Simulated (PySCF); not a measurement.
## Run report: C3H5AlClF, geometry relaxation

- system: C3H5AlClF
- method: PBE0-D3(BJ)/def2-SVP geometry optimisation, gas phase (PySCF 2.14.0)

It belongs to a series of runs on one base structure; here: H on Al replaced by Cl.

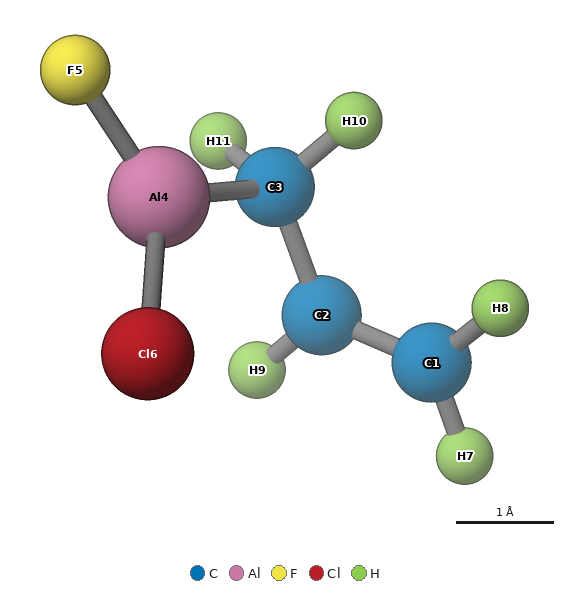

Figure 1. The input geometry (ball-and-stick view, seen at a tilt; atoms are numbered from 1 in the order of the input). Sticks mark near contacts.

Key numbers

```json
{"quantity": "outcome", "value": "converged"}
{"quantity": "total energy", "value": "−919.048273 hartree"}
{"quantity": "dipole moment", "value": "1.83 D"}
{"quantity": "point group", "value": "C1"}
{"quantity": "hardware", "value": "1 CPU thread, shared host"}
{"quantity": "wall time", "value": "83 s"}
{"quantity": "peak memory", "value": "0.51 GiB"}
```

Input
```
{"job": {"xc": "PBE0", "basis": "def2-SVP", "d3": "d3bj", "grid": 1, "shake": 0.01, "kind": "geom"}, "charge": 0, "multiplicity": 1}
C     -1.771150    -0.003080    -0.559380
C     -0.829650    -0.620030     0.074020
C      0.213570     0.044360     0.877570
Al     1.932720     0.317530    -0.209180
F      3.259770     0.721260     0.630460
Cl     2.023370     0.134200    -2.221100
H     -2.527720    -0.502730    -1.135890
H     -1.860260     1.102510    -0.540290
H     -0.765000    -1.689920     0.036020
H     -0.115260     1.019750     1.253190
H      0.477720    -0.549680     1.778910
```

The first line tells a small driver script what to run in PySCF; the rest is the geometry in Å.

Run as:
```bash
OMP_NUM_THREADS=1 python <driver script> task.json out
```

Output
```
step   0  E = -919.03869802  max force = 0.043471
step   1  E = -919.04691663  max force = 0.008465
step   2  E = -919.04767812  max force = 0.003442
step   3  E = -919.04769780  max force = 0.003304
step   4  E = -919.04782091  max force = 0.001335
step   5  E = -919.04792767  max force = 0.000692
step   6  E = -919.04803200  max force = 0.001245
step   7  E = -919.04814455  max force = 0.000675
step   8  E = -919.04823365  max force = 0.000591
step   9  E = -919.04825961  max force = 0.000371
step  10  E = -919.04827298  max force = 0.000375
optimisation converged
```

Trajectory as extended XYZ (Å, eV, eV/Å), 11 frames, from step=0 to step=10
```
11
Properties=species:S:1:pos:R:3:forces:R:3 step=0 energy=-25008.31678
C    -1.7712   -0.0031   -0.5594   -2.0126   2.1903  -1.2711
C    -0.8296   -0.6200    0.0740    1.7519  -0.5537   1.3845
C     0.2136    0.0444    0.8776    1.4715  -0.1828  -0.1503
Al    1.9327    0.3175   -0.2092   -2.2353  -0.3186   1.5157
F     3.2598    0.7213    0.6305    1.2175   0.3690   0.5769
Cl    2.0234    0.1342   -2.2211    0.1036  -0.1249  -1.3051
H    -2.5277   -0.5027   -1.1359   -0.4116  -0.4477  -0.3845
H    -1.8603    1.1025   -0.5403    0.0757  -0.4194   0.0551
H    -0.7650   -1.6899    0.0360   -0.0167  -0.9487  -0.1392
H    -0.1153    1.0197    1.2532   -0.0024   0.3131  -0.0364
H     0.4777   -0.5497    1.7789    0.0583   0.1235  -0.2454
11
Properties=species:S:1:pos:R:3:forces:R:3 step=1 energy=-25008.54042
C    -1.7679   -0.1253   -0.5855    0.2166  -0.1839   0.2245
C    -0.7649   -0.7430    0.0542   -0.2227   0.1029  -0.1681
C     0.2778   -0.0746    0.8852   -0.0336   0.3642  -0.0449
Al    1.7929    0.6254   -0.1330    0.4353  -0.2954   0.1794
F     3.1668    1.1615    0.6668   -0.4350  -0.0535  -0.2195
Cl    1.8952    0.5855   -2.2242   -0.0284   0.0883   0.0753
H    -2.4940   -0.6809   -1.1808    0.0049  -0.0238  -0.0434
H    -1.9019    0.9577   -0.5184   -0.0343   0.0813  -0.0124
H    -0.6773   -1.8326   -0.0479    0.0327   0.0295  -0.0269
H    -0.1326    0.8320    1.3763    0.0017  -0.1230   0.0206
H     0.6521   -0.7233    1.6923    0.0629   0.0134   0.0153
11
Properties=species:S:1:pos:R:3:forces:R:3 step=2 energy=-25008.56114
C    -1.7794   -0.1236   -0.5809    0.0606   0.0251   0.0916
C    -0.7679   -0.7215    0.0556    0.0113  -0.1049  -0.0189
C     0.2828   -0.0642    0.8863   -0.1209   0.1755   0.0036
Al    1.8128    0.5708   -0.1321    0.1770  -0.0193   0.0131
F     3.1595    1.1479    0.6636   -0.1398  -0.0594  -0.0740
Cl    1.8880    0.6004   -2.2221   -0.0007   0.0164   0.0313
H    -2.4778   -0.7037   -1.1877   -0.0230   0.0282  -0.0035
H    -1.9451    0.9578   -0.5178   -0.0052  -0.0160  -0.0138
H    -0.6683   -1.8085   -0.0553    0.0298  -0.0134  -0.0433
H    -0.1124    0.8433    1.3822    0.0200  -0.0106   0.0005
H     0.6538   -0.7164    1.6932   -0.0090  -0.0217   0.0133
11
Properties=species:S:1:pos:R:3:forces:R:3 step=3 energy=-25008.56168
C    -1.7719   -0.1177   -0.5623   -0.1580  -0.0724  -0.0951
C    -0.7628   -0.7408    0.0491    0.0304   0.1699   0.0426
C     0.2726   -0.0578    0.8773    0.0662  -0.1334   0.0815
Al    1.8161    0.5429   -0.1401   -0.0353   0.0467  -0.0242
F     3.1350    1.1478    0.6662    0.0764  -0.0138   0.0244
Cl    1.9031    0.5824   -2.2275    0.0085  -0.0179  -0.0041
H    -2.4839   -0.6657   -1.1837   -0.0130   0.0047   0.0017
H    -1.9251    0.9635   -0.4689    0.0115  -0.0244   0.0077
H    -0.6514   -1.8249   -0.0812    0.0140   0.0340  -0.0283
H    -0.1274    0.8522    1.3617   -0.0033   0.0050  -0.0361
H     0.6418   -0.6996    1.6945    0.0026   0.0016   0.0298
11
Properties=species:S:1:pos:R:3:forces:R:3 step=4 energy=-25008.56503
C    -1.7820   -0.1207   -0.5664   -0.0635  -0.0026  -0.0157
C    -0.7651   -0.7282    0.0495    0.0192   0.0442   0.0100
C     0.2760   -0.0546    0.8794    0.0008  -0.0687   0.0373
Al    1.8228    0.5420   -0.1376   -0.0366   0.0467  -0.0193
F     3.1488    1.1339    0.6675    0.0576  -0.0216   0.0189
Cl    1.9065    0.5887   -2.2251    0.0079  -0.0171  -0.0025
H    -2.4890   -0.6788   -1.1845    0.0043  -0.0084   0.0110
H    -1.9467    0.9588   -0.4790    0.0036  -0.0001   0.0062
H    -0.6501   -1.8119   -0.0803    0.0179   0.0099  -0.0296
H    -0.1181    0.8554    1.3684    0.0003   0.0160  -0.0304
H     0.6430   -0.7024    1.6933   -0.0117   0.0017   0.0143
11
Properties=species:S:1:pos:R:3:forces:R:3 step=5 energy=-25008.56793
C    -1.7963   -0.1162   -0.5628   -0.0277  -0.0196   0.0147
C    -0.7665   -0.7133    0.0424    0.0343   0.0055   0.0145
C     0.2750   -0.0465    0.8770   -0.0065  -0.0187   0.0121
Al    1.8321    0.5394   -0.1339   -0.0327   0.0086  -0.0095
F     3.1715    1.0985    0.6733    0.0356  -0.0114   0.0176
Cl    1.9253    0.5808   -2.2210    0.0025  -0.0088  -0.0060
H    -2.4930   -0.6897   -1.1783   -0.0137   0.0227  -0.0037
H    -1.9827    0.9590   -0.4671    0.0079  -0.0068   0.0048
H    -0.6402   -1.7940   -0.1010    0.0150   0.0046  -0.0309
H    -0.1149    0.8645    1.3672   -0.0037   0.0159  -0.0237
H     0.6357   -0.7003    1.6893   -0.0111   0.0080   0.0100
11
Properties=species:S:1:pos:R:3:forces:R:3 step=6 energy=-25008.57077
C    -1.8132   -0.1135   -0.5533   -0.0115   0.0508   0.0452
C    -0.7652   -0.7003    0.0307    0.0084  -0.0640  -0.0146
C     0.2720   -0.0350    0.8712   -0.0059   0.0039  -0.0053
Al    1.8436    0.5306   -0.1306   -0.0328  -0.0213  -0.0067
F     3.1929    1.0552    0.6827    0.0284   0.0091   0.0215
Cl    1.9547    0.5573   -2.2167   -0.0022  -0.0029  -0.0109
H    -2.5101   -0.6799   -1.1753    0.0183  -0.0139   0.0046
H    -2.0170    0.9553   -0.4292    0.0005   0.0137   0.0022
H    -0.6193   -1.7751   -0.1371    0.0159  -0.0021  -0.0272
H    -0.1174    0.8783    1.3568   -0.0056   0.0151  -0.0175
H     0.6250   -0.6905    1.6859   -0.0135   0.0116   0.0087
11
Properties=species:S:1:pos:R:3:forces:R:3 step=7 energy=-25008.57383
C    -1.8339   -0.1049   -0.5341   -0.0019   0.0103   0.0347
C    -0.7627   -0.6859    0.0125    0.0053  -0.0332  -0.0048
C     0.2679   -0.0217    0.8612    0.0110   0.0021  -0.0142
Al    1.8585    0.5151   -0.1275   -0.0212  -0.0324   0.0040
F     3.2133    1.0088    0.6964    0.0154   0.0244   0.0161
Cl    1.9947    0.5168   -2.2123   -0.0051  -0.0008  -0.0121
H    -2.5229   -0.6695   -1.1662    0.0038   0.0001  -0.0025
H    -2.0639    0.9529   -0.3680    0.0029   0.0050   0.0013
H    -0.5913   -1.7499   -0.1960    0.0074   0.0019  -0.0218
H    -0.1236    0.8960    1.3363    0.0000   0.0119  -0.0084
H     0.6099   -0.6754    1.6826   -0.0174   0.0108   0.0077
11
Properties=species:S:1:pos:R:3:forces:R:3 step=8 energy=-25008.57626
C    -1.8597   -0.0994   -0.5051   -0.0010  -0.0009   0.0143
C    -0.7573   -0.6711   -0.0131   -0.0099  -0.0004  -0.0017
C     0.2641   -0.0066    0.8457    0.0304  -0.0138  -0.0220
Al    1.8786    0.4929   -0.1233   -0.0035  -0.0122   0.0106
F     3.2301    0.9758    0.7136   -0.0019   0.0230   0.0073
Cl    2.0483    0.4528   -2.2057   -0.0047  -0.0069  -0.0090
H    -2.5448   -0.6507   -1.1529    0.0027  -0.0055  -0.0010
H    -2.1175    0.9403   -0.2771   -0.0007   0.0023  -0.0023
H    -0.5533   -1.7164   -0.2796    0.0003   0.0023  -0.0072
H    -0.1313    0.9183    1.3025    0.0088   0.0097   0.0051
H     0.5887   -0.6536    1.6801   -0.0206   0.0025   0.0059
11
Properties=species:S:1:pos:R:3:forces:R:3 step=9 energy=-25008.57696
C    -1.8696   -0.0984   -0.4924    0.0018  -0.0086   0.0022
C    -0.7552   -0.6662   -0.0235   -0.0129   0.0151   0.0028
C     0.2649   -0.0031    0.8382    0.0191  -0.0144  -0.0188
Al    1.8870    0.4851   -0.1220    0.0122   0.0030   0.0095
F     3.2305    0.9819    0.7203   -0.0120   0.0122  -0.0025
Cl    2.0713    0.4199   -2.2030   -0.0016  -0.0108  -0.0012
H    -2.5538   -0.6457   -1.1447   -0.0018  -0.0012  -0.0008
H    -2.1370    0.9336   -0.2416   -0.0014  -0.0008  -0.0030
H    -0.5413   -1.7034   -0.3127   -0.0002   0.0022   0.0005
H    -0.1305    0.9255    1.2876    0.0111   0.0059   0.0083
H     0.5798   -0.6470    1.6788   -0.0143  -0.0026   0.0030
11
Properties=species:S:1:pos:R:3:forces:R:3 step=10 energy=-25008.57733
C    -1.8830   -0.0962   -0.4762    0.0033  -0.0057  -0.0084
C    -0.7538   -0.6584   -0.0370   -0.0114   0.0193   0.0024
C     0.2673   -0.0001    0.8275   -0.0054  -0.0018  -0.0085
Al    1.8991    0.4749   -0.1204    0.0192   0.0136   0.0033
F     3.2267    1.0039    0.7280   -0.0138  -0.0035  -0.0093
Cl    2.1065    0.3636   -2.1976    0.0036  -0.0140   0.0100
H    -2.5677   -0.6379   -1.1328   -0.0040   0.0018   0.0006
H    -2.1619    0.9255   -0.1969   -0.0007  -0.0014  -0.0044
H    -0.5296   -1.6851   -0.3547   -0.0004   0.0008   0.0076
H    -0.1247    0.9338    1.2694    0.0092  -0.0007   0.0102
H     0.5670   -0.6417    1.6757    0.0003  -0.0085  -0.0035
```

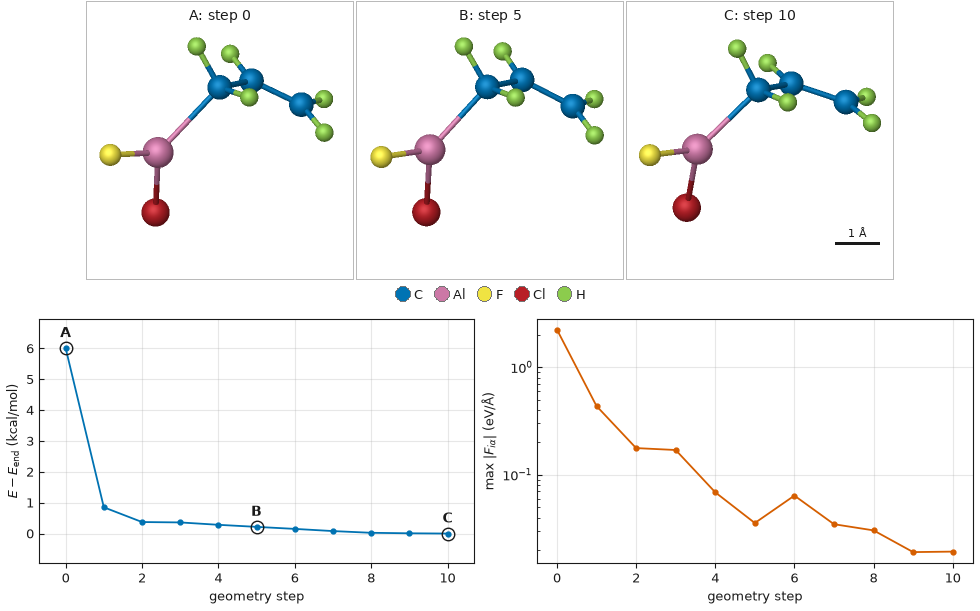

Figure 2. Frames of the relaxation (ball-and-stick view, seen at a tilt) above the curves, on which the letters mark them (steps are counted from 0).

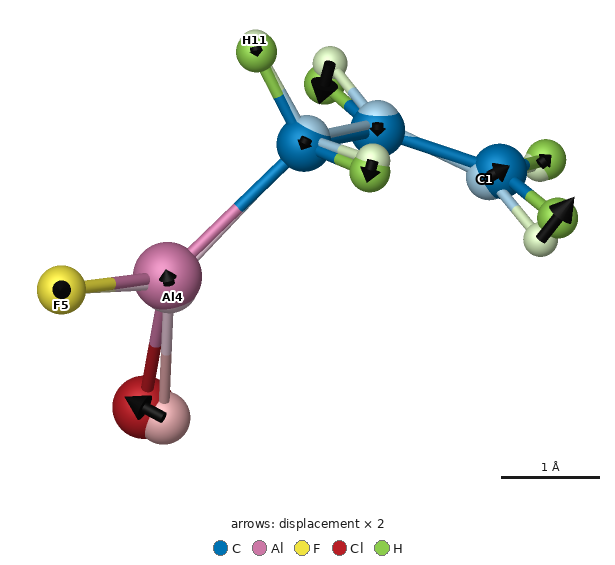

Figure 3. Start (faint) and end (solid) with the displacements as black arrows, magnified 2 times (ball-and-stick view, seen at a tilt). The two geometries are laid on each other by the best rigid fit. Over 10 geometry steps the energy falls by 6.01 kcal/mol. Largest force component: 2.2 eV/Å at the start, 0.019 eV/Å at the end. The atom that moves furthest after the best rigid fit is H8 (0.29 Å). Largest moves by element: H 0.29 Å, Cl 0.24 Å, C 0.12 Å, F 0.09 Å, Al 0.09 Å. Distances before and after: C3–Al4 2.052 → 1.946 Å, Al4–Cl6 2.022 → 2.091 Å, C1–C2 1.292 → 1.336 Å, Al4–F5 1.621 → 1.662 Å. Among the angles that change: F5–Al4–Cl6 120.1° → 116.4°, C3–Al4–F5 116.4° → 119.9°, H7–C1–H8 114.6° → 117.1°. (Atoms are counted from 1 in the order of the input.)
